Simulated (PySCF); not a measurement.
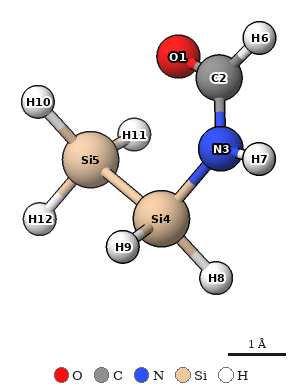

This is the input geometry for a relaxation of CH7NOSi2. The picture is a ball-and-stick view, seen from a free direction.

The start comes from GFN2-xTB. Its atoms were then displaced at random by about 0.01 Å.

Computed with PySCF, PBE0-D3(BJ)/def2-SVP geometry optimisation, gas phase.

```xyz
12

O     0.6688    1.5140   -0.5812
C     1.5514    0.7592   -0.3785
N     1.3811   -0.4822    0.0648
Si   -0.1842   -1.1362    0.4170
Si   -1.6825    0.5648   -0.1052
H     2.6014    1.0684   -0.5599
H     2.2484   -1.0254    0.2050
H    -0.1758   -2.3664   -0.3867
H    -0.0440   -1.5801    1.8308
H    -1.5782    1.7305    0.7935
H    -1.7266    0.9120   -1.5044
H    -3.0202    0.0132    0.1956
```

Where does the relaxation end?

Answer. The energy falls by 30.0 kJ/mol in 8 geometry steps. The largest move after the best rigid fit is that of O1, 0.19 Å. Largest moves by element: O 0.19 Å, H 0.18 Å, C 0.14 Å, Si 0.11 Å, N 0.09 Å. Near-neighbour distances that change, for instance: O1–Si5 2.580 → 2.875 Å, N3–Si4 1.733 → 1.787 Å, Si5–H11 1.442 → 1.489 Å, O1–C2 1.179 → 1.212 Å. Bond angles that change, for instance: Si5–Si4–H9 119.5° → 112.4°, Si5–Si4–H8 119.5° → 112.6°, N3–Si4–H8 101.5° → 107.6°. The run took 39 s on 1 thread of Arm Neoverse V1, on a shared host.

Final geometry:

```xyz
12

O     0.8146    1.6136   -0.6505
C     1.6826    0.8042   -0.4066
N     1.4643   -0.4536    0.0627
Si   -0.1632   -1.1084    0.4044
Si   -1.7778    0.5177   -0.0663
H     2.7621    1.0434   -0.5560
H     2.2980   -1.0120    0.2149
H    -0.3351   -2.3439   -0.4219
H    -0.1840   -1.5345    1.8385
H    -1.6339    1.7010    0.8267
H    -1.7952    0.8808   -1.5100
H    -3.0927   -0.1366    0.2551
```

The end point in the same view:

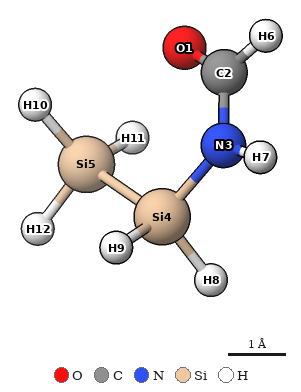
